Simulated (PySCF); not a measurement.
SMILES [Ga]([CH3])([CH3])[CH3] at its GFN2-xTB optimised geometry (Å):

```
13

C      1.8729    -0.1208     0.0000
Ga    -0.1729    -0.1208     0.0000
C     -1.1941    -1.8936     0.0033
C     -1.1973     1.6502     0.0000
H      2.2756    -1.1373    -0.0137
H      2.2656     0.3850     0.8870
H      2.2661     0.4097    -0.8722
H     -2.2756    -1.7368     0.0402
H     -0.9691    -2.4770    -0.8945
H     -0.9122    -2.5077     0.8637
H     -1.8021     1.7533     0.9058
H     -0.5209     2.5077    -0.0517
H     -1.8821     1.7081    -0.8512
```

Level of theory: PBE/def2-TZVP in PySCF 2.14.0.

Map of the electrostatic potential (hartree/e), clipped to [-0.08, 0.12] on the plane z = 0.6 Å:

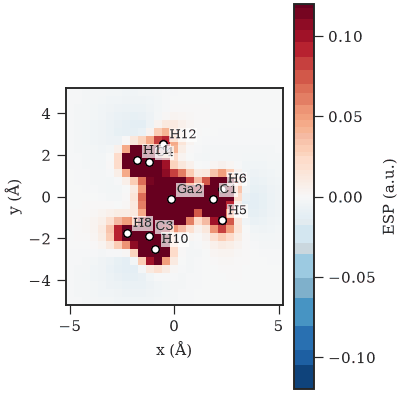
*Electrostatic potential (hartree/e), clipped to [-0.08, 0.12] on the plane z = 0.6 Å.*
